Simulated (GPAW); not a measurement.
## O K-edge XANES of SiO2 (I-42d)

How does the O K edge of SiO2 (I-42d) move when the bonds are compressed or stretched?

Program: GPAW 26.7.0. Level of theory: X-ray absorption from dipole matrix elements to empty bands, plane-wave PAW LDA. Results are calculated unless marked as measured.

## (1) Starting point

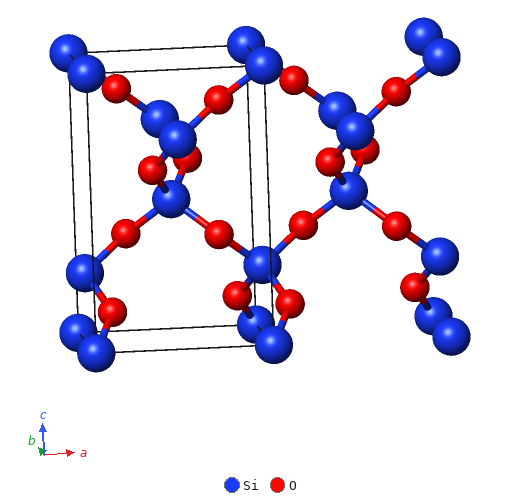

The cell as given, slightly off an axis (silicon blue, oxygen red). 2×1×1 cells are drawn. This picture shows the conventional cell, with its axes. Bonds to atoms that aren't drawn are left out. Some periodic images of atoms are drawn too.

## (2) The field without a hole

A plain self-consistent run shows whether there is a gap, which decides the set-up of the core-hole run.

The input, scf.py:

```python
import numpy as np
from ase import Atoms
from ase.parallel import parprint, paropen
from gpaw import GPAW, PW, FermiDirac, Mixer, MixerDif, setup_paths
from gpaw.test import gen
setup_paths.insert(0, '.')
gen('O', name='nch1s', xcname='LDA', corehole=(1, 0, 0), write_xml=True)
from gpaw.mpi import world
world.barrier()

atoms = Atoms('Si2O4',
    cell=[[-2.37405, 2.37405, 3.744],
     [2.37405, -2.37405, 3.744],
     [2.37405, 2.37405, -3.744]],
    scaled_positions=[[0.75, 0.25, 0.5],
     [0, 0, 0],
     [0.875, 0.00162, 0.62662],
     [0.75162, 0.125, 0.12662],
     [0.375, 0.24838, 0.37338],
     [0.99838, 0.625, 0.87338]],
    pbc=True)
atoms.calc = calc = GPAW(legacy_gpaw=True, mode=PW(500, force_complex_dtype=True), xc='LDA', setups={2: 'nch1s'},
    kpts={'size': (7, 7, 7), 'gamma': True}, occupations=FermiDirac(0.05),
    charge=0, mixer=Mixer(0.1, 5, 50), maxiter=150,
    convergence={'density': 0.0001, 'eigenstates': 1e-6}, txt='scf.txt')
energy = atoms.get_potential_energy() + calc.get_reference_energy()
ef = calc.get_fermi_level()
out = dict(energy=energy, fermi=ef, forces=atoms.get_forces().tolist())
parprint(f'all-electron energy {energy:.4f} eV, Fermi level {ef:.4f} eV')
ev = np.array([[calc.get_eigenvalues(k, s) for k in range(len(calc.get_ibz_k_points()))] for s in range(calc.get_number_of_spins())])
out['homo'], out['lumo'], out['counts'] = ev[ev < ef].max(), ev[ev > ef].min(), sorted(set((ev < ef).sum((0, 2)).tolist()))
out['filled'] = (ev[:, 0] < ef).sum(1).tolist()
import json
with paropen('out.json', 'w') as f:
    json.dump(out, f)
```

Launch:

```bash
$ OMP_NUM_THREADS=1 mpirun -n 4 gpaw python scf.py
```

Numbers of over 12 decimals in the logs are rounded to 6 here.

Log:

```text
Input parameters:
  convergence: {density: 0.0001,
                eigenstates: 1e-06}
  kpts: {gamma: True,
         size: (7, 7, 7)}
  maxiter: 150
  mixer: {backend: pulay,
          beta: 0.1,
          method: separate,
          nmaxold: 5,
          weight: 50}
  mode: {ecut: 500.0,
         force_complex_dtype: True,
         name: pw}
  occupations: {fixmagmom: False,
                name: fermi-dirac,
                width: 0.05}
  setups: {2: nch1s}

Initialize ...

[... PAW data sets ...]

Reference energy: -23829.058639  # eV

Spin-paired calculation

[... convergence settings ...]
Symmetries present (total): 1
  [... symmetry matrices ...]

343 k-points: 7 x 7 x 7 Monkhorst-Pack grid
172 k-points in the irreducible part of the Brillouin zone
       k-points in crystal coordinates                weights
   0:     0.00000000    0.00000000    0.00000000          1/343
   1:     0.00000000    0.00000000    0.14285714          2/343
   2:     0.00000000    0.00000000    0.28571429          2/343
   3:     0.00000000    0.00000000    0.42857143          2/343
   4:     0.00000000    0.14285714   -0.42857143          2/343
   5:     0.00000000    0.14285714   -0.28571429          2/343
   6:     0.00000000    0.14285714   -0.14285714          2/343
   7:     0.00000000    0.14285714    0.00000000          2/343
   8:     0.00000000    0.14285714    0.14285714          2/343
   9:     0.00000000    0.14285714    0.28571429          2/343
          ...
 171:     0.42857143    0.42857143    0.42857143          2/343

Wave functions: Plane wave expansion
  Cutoff energy: 500.000 eV
  Number of coefficients (min, max): 2126, 2166
  Pulay-stress correction: 0.000000 eV/Ang^3 (de/decut=0.000000)
  Using FFTW library
  Wavefunction extrapolation:
    Improved wavefunction reuse through dual PAW basis

Occupation numbers: Fermi-Dirac:
  width: 0.0500  # eV

Eigensolver
   Davidson(niter=2)

Densities:
  Coarse grid: 27*27*27 grid
  Fine grid: 54*54*54 grid
  Total Charge: 0.000000

Density mixing:
  Method: separate
  Backend: pulay
  Linear mixing parameter: 0.1
  old densities: 5
  Width of damping distribution: 1.1
  Damping of long wavelength oscillations: 50

[... Hamiltonian set-up ...]
Number of atoms: 6
Number of atomic orbitals: 24
Number of bands in calculation: 24
Number of valence electrons: 32
Bands to converge: occupied

... initialized

Initializing position-dependent things.

Density initialized from atomic densities
Creating initial wave functions:
  24 bands from LCAO basis set

               O
         O
           OSi
             O

          Si

Atomic positions and initial magnetic moments

Positions:
   0 Si     0.000000    2.374050    1.872000    ( 0.0000,  0.0000,  0.0000)
   1 Si     0.000000    0.000000    0.000000    ( 0.0000,  0.0000,  0.0000)
   2 O     -0.585821    3.561075    0.936000    ( 0.0000,  0.0000,  0.0000)
   3 O     -1.187025    1.788229    2.808000    ( 0.0000,  0.0000,  0.0000)
   4 O      0.585821    1.187025    0.936000    ( 0.0000,  0.0000,  0.0000)
   5 O      1.187025    2.959871    2.808000    ( 0.0000,  0.0000,  0.0000)

Unit cell:
           periodic     x           y           z      points  spacing
  1. axis:    yes   -2.374050    2.374050    3.744000    27     0.1485
  2. axis:    yes    2.374050   -2.374050    3.744000    27     0.1485
  3. axis:    yes    2.374050    2.374050   -3.744000    27     0.1243

  Lengths:   5.028893   5.028893   5.028893
  Angles:  123.660937 123.660937  83.768024

Effective grid spacing dv^(1/3) = 0.1625

iter:   1   -55.892386
iter:   2   -53.426739   -1.31  -0.73
iter:   3   -50.610234   -0.94  -0.83
iter:   4   -50.614425   -1.94  -1.22
iter:   5   -50.578321   -2.27  -1.47
iter:   6   -50.574249   -3.50  -2.30
iter:   7   -50.572672c  -4.08  -2.37
iter:   8   -50.572105c  -3.92  -2.64
iter:   9   -50.571886c  -4.17  -2.90
iter:  10   -50.571611c  -5.02  -2.99
iter:  11   -50.571611c  -6.87c -4.22c

Converged after 11 iterations.

Dipole moment: (-4.692458, 4.692453, 0.000009) |e|*Ang

Energy contributions relative to reference atoms: (reference = -23829.058639)

Kinetic:        +45.429167
Potential:      -40.565915
External:        +0.000000
XC:             -55.429299
Entropy (-ST):   -0.000000
Local:           -0.005564
SIC:             +0.000000
--------------------------
Free energy:    -50.571611
Extrapolated:   -50.571611

Showing only first 2 kpts
 Kpt  Band  Eigenvalues  Occupancy
  0    14     -0.17087    2.00000
  0    15     -0.17078    2.00000
  0    16      5.65451    0.00000
  0    17      8.25173    0.00000

  1    14     -0.21606    2.00000
  1    15     -0.20476    2.00000
  1    16      6.13617    0.00000
  1    17      8.57444    0.00000

Fermi level: 0.99379

Gap: 5.825 eV
Transition (v -> c):
  (s=0, k=0, n=15, [0.00, 0.00, 0.00]) -> (s=0, k=0, n=16, [0.00, 0.00, 0.00])
No difference between direct/indirect transitions

Forces in eV/Ang:
  0 Si    0.00001    0.00000    0.00006
  1 Si    0.00000    0.00002    0.00006
  2 O     0.01974   -0.00014   -0.00012
  3 O    -0.00024    0.01973   -0.00018
  4 O    -0.01955   -0.00004    0.00008
  5 O     0.00003   -0.01957    0.00009
Scalar-relativistic atomic LDA calculation for O (Oxygen, Z=8)
Core hole in 1s state (1s occupation: 2.0)
300 radial gridpoints.
|------------------------------------------------|
|------------------------------------------------|
[... the atom generator's iteration count ...]

Energy contributions:
-------------------------
Kinetic:      +74.266897
XC:            -7.772280
Potential:   -141.018865
-------------------------
Total:        -74.524248

state      eigenvalue         ekin         rmax
-----------------------------------------------
1s^2.0 :   -18.772897    28.821965        0.130
2s^2.0 :    -0.872866     3.204810        0.874
2p^4.0 :    -0.337925     2.553337        0.813
-----------------------------------------------
(units: Bohr and Hartree)

Generating PAW setup
Kinetic energy of the core from tauc = 57.689706
Cutoffs:
rc(s)=1.300
rc(p)=1.130
rc(d)=1.170
rc(vbar)=1.300
rc(comp)=1.260
rc(nct)=1.300

Kinetic energy of the core states: 57.643930
Charge: 0.0
Core electrons: 2.0
Valence electrons: 6.0
Pseudo-core charge: 0.000776
Shape function alpha=6.299
Pseudo-electron charge 5.666261
state    eigenvalue         norm
--------------------------------
2s(2) :    -0.872866     1.079797
*s    :     0.127134
2p(4) :    -0.337925     0.876472
*p    :     0.662075
*d    :     0.000000
--------------------------------

Diagonalizing with gridspacing h=0.050

state   all-electron     PAW
-------------------------------
2s:      -0.872866    -0.873954
2p:      -0.337925    -0.341740
*d:                    0.050276
*f:                    0.077289
-------------------------------
all-electron energy -23879.6303 eV, Fermi level 0.9938 eV
```

Wall time 44 s (4 MPI ranks of Arm Neoverse V2, shared host); peak memory 0.25 GiB; 2.9 min of CPU time.

The mesh shows a gap of 5.83 eV, so the hole is first treated in a charged cell, without the excited electron.

## (3) Supercell without a hole, the energy reference

The photon energy needs a difference of total energies, so the cell and mesh of the coming hole run are first run without a hole.

Edit scf.py of step 2 so:

```diff
@@ -10,15 +10,21 @@
 
-atoms = Atoms('Si2O4',
+atoms = Atoms('Si4O8',
     cell=[[-2.37405, 2.37405, 3.744],
      [2.37405, -2.37405, 3.744],
-     [2.37405, 2.37405, -3.744]],
-    scaled_positions=[[0.75, 0.25, 0.5],
+     [4.7481, 4.7481, 0]],
+    scaled_positions=[[0.5, 0, 0.25],
+     [0, 0.5, 0.75],
      [0, 0, 0],
-     [0.875, 0.00162, 0.62662],
-     [0.75162, 0.125, 0.12662],
-     [0.375, 0.24838, 0.37338],
-     [0.99838, 0.625, 0.87338]],
+     [0.5, 0.5, 0.5],
+     [0.56169, 0.68831, 0.31331],
+     [0.06169, 0.18831, 0.81331],
+     [0.68831, 0.06169, 0.06331],
+     [0.18831, 0.56169, 0.56331],
+     [0.18831, 0.06169, 0.18669],
+     [0.68831, 0.56169, 0.68669],
+     [0.56169, 0.18831, 0.43669],
+     [0.06169, 0.68831, 0.93669]],
     pbc=True)
-atoms.calc = calc = GPAW(legacy_gpaw=True, mode=PW(500, force_complex_dtype=True), xc='LDA', setups={2: 'nch1s'},
-    kpts={'size': (7, 7, 7), 'gamma': True}, occupations=FermiDirac(0.05),
+atoms.calc = calc = GPAW(legacy_gpaw=True, mode=PW(500, force_complex_dtype=True), xc='LDA', setups={4: 'nch1s'},
+    kpts={'size': (4, 4, 3), 'gamma': True}, occupations=FermiDirac(0.02),
     charge=0, mixer=Mixer(0.1, 5, 50), maxiter=150,
```

Log:

```text
Input parameters:
  convergence: {density: 0.0001,
                eigenstates: 1e-06}
  kpts: {gamma: True,
         size: (4, 4, 3)}
  maxiter: 150
  mixer: {backend: pulay,
          beta: 0.1,
          method: separate,
          nmaxold: 5,
          weight: 50}
  mode: {ecut: 500.0,
         force_complex_dtype: True,
         name: pw}
  occupations: {fixmagmom: False,
                name: fermi-dirac,
[...]
--------------------------------
2s(2) :    -0.872866     1.079797
*s    :     0.127134
2p(4) :    -0.337925     0.876472
*p    :     0.662075
*d    :     0.000000
--------------------------------

Diagonalizing with gridspacing h=0.050

state   all-electron     PAW
-------------------------------
2s:      -0.872866    -0.873954
2p:      -0.337925    -0.341740
*d:                    0.050276
*f:                    0.077289
-------------------------------
all-electron energy -47759.2603 eV, Fermi level 0.8940 eV
[key lines of the parts left out:]
Converged after 14 iterations.
Dipole moment: (0.000000, -0.000000, -15.829779) |e|*Ang
Free energy:   -101.143013
Fermi level: 0.89399
```

Elapsed: 30 s, on 4 MPI ranks; peak memory 0.25 GiB.

Reference energy: -47759.260 eV with the cores included.

(Continued in part 2 of 4.)

[Banner, clock and machine lines of the logs are left out without a mark of their own.]

[Logs are printed without paths, hosts, clocks, repeated set-up lines and the standing remarks that a program may print on its own settings, such as how far it seeks lower states.]

[Hosts, paths, dates, database ids (printed as entryN), source tags and the programs' standing remarks are cut or masked in the printed files.]

[Lists of maxima count a maximum above −3 eV only where it reaches 4 % of the highest in the window and stands out from its surroundings by 2 % of it (1.5 % where it reaches 55 %); shoulders and weaker maxima are passed over, and of the rest the first, up to two pre-edge ones and the few strongest are named.]
